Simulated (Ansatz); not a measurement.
# Hypothetical P6_3/mmc SiS2, response to strain

Consider SiS2 in the 2H-MoS2 type structure (space group P6_3/mmc, No. 194; a hypothetical phase, not in the database extracts checked; layered, stacked along the Cartesian z axis).

```yaml
crystal:
  lattice:
    - [3.20964, 0.00000, 0.00000]
    - [-1.60482, 2.77963, 0.00000]
    - [0.00000, 0.00000, 11.76702]
  atoms:
    - { symbol: Si, position: [0.33333, 0.66667, 0.25000] }
    - { symbol: Si, position: [0.66667, 0.33333, 0.75000] }
    - { symbol: S, position: [0.33333, 0.66667, 0.62628] }
    - { symbol: S, position: [0.66667, 0.33333, 0.12628] }
    - { symbol: S, position: [0.66667, 0.33333, 0.37372] }
    - { symbol: S, position: [0.33333, 0.66667, 0.87372] }
```

Cartesian axes are those of the cell as printed.

Strains are applied to the cell and any free atomic positions relax; under biaxial strain the out-of-plane vector relaxes too.

Calculations: PBE-D3(BJ) (Ansatz, a quantum-chemistry and plane-wave program; PAW; 420 eV plane waves; without spin-orbit coupling).

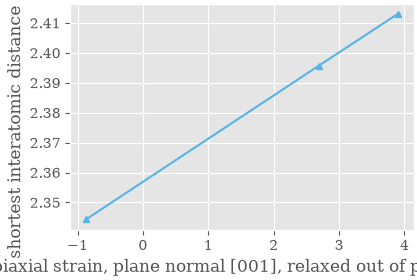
Shortest interatomic distance against biaxial strain, plane normal [001], relaxed out of plane

From the plot, what is the shortest interatomic distance for biaxial strain +3.90 %, plane normal [001], relaxed out of plane?

About 2.413 Å.

Is the trend monotonic over the range shown?

Yes, it rises throughout, spanning 4.430 bohr to 4.560 bohr.

Without a gap, meshes like the base's 17×17×4 leave anisotropic stresses uncertain by several tenths of a GPa, and small strain energies with them. No phonon test of stability was made. All final runs are without spin polarisation.
